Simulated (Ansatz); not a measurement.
```yaml
atoms:
  - { symbol: Ge, position_ang: [-0.2860, 0.5093, -1.2634] }
  - { symbol: Br, position_ang: [1.2640, 1.6737, 0.0542] }
  - { symbol: H, position_ang: [0.3345, -0.8617, -1.6077] }
  - { symbol: H, position_ang: [-0.4912, 1.3757, -2.5313] }
  - { symbol: H, position_ang: [-1.5925, 0.3847, -0.4497] }
  - { symbol: H, position_ang: [1.1547, -0.7732, 1.5155] }
  - { symbol: S, position_ang: [0.1575, -1.6486, 1.8311] }
  - { symbol: H, position_ang: [-0.5411, -0.6600, 2.4513] }
```

All numbers below come from RKS PBE-D4/def2-SVP in Ansatz 0.2.0.

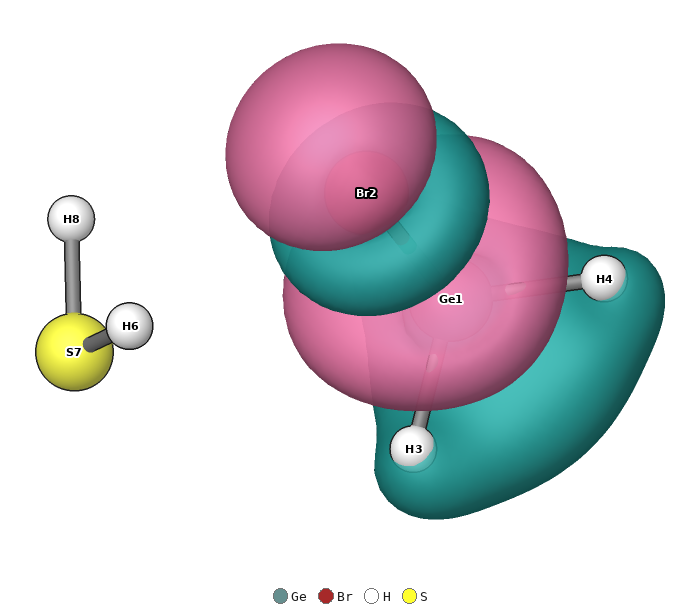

BrGeH₃···H₂S. The LUMO at ±0.1 Å⁻³ᐟ² (teal and pink are the two phases), seen from one side.

**What is the character of this orbital?**

It lies mainly on Ge1 (about 50 %) and Br2 (about 35 %). Its energy is −1.51 eV.
